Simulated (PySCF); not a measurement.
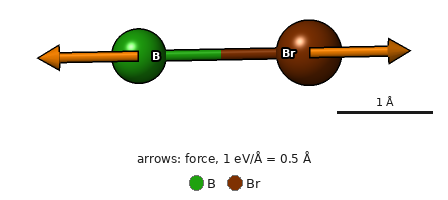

Starting geometry of BBr with the computed forces as orange arrows. A ball-and-stick model, seen at a tilt.

The start comes from GFN2-xTB. Its atoms were then displaced at random by about 0.01 Å.

All numbers below come from PySCF 2.14.0, density-fitted response routines, PBE0-D3(BJ)/def2-SVP geometry optimisation, gas phase. 

### Is this structure relaxed? If not, where do the atoms go?

It isn't relaxed: the largest force vector, on B atoms, is 2.16 eV/Å. The atoms end up moving mostly along the starting forces (cosine between the two patterns 1.00). Over 4 geometry steps the energy falls by 2.23 kcal/mol. The largest moves after the best rigid fit, 0.049 Å, are those of B and Br atoms. Largest moves by element: B 0.049 Å, Br 0.049 Å. Among the contacts that change: B–Br 1.794 → 1.891 Å.
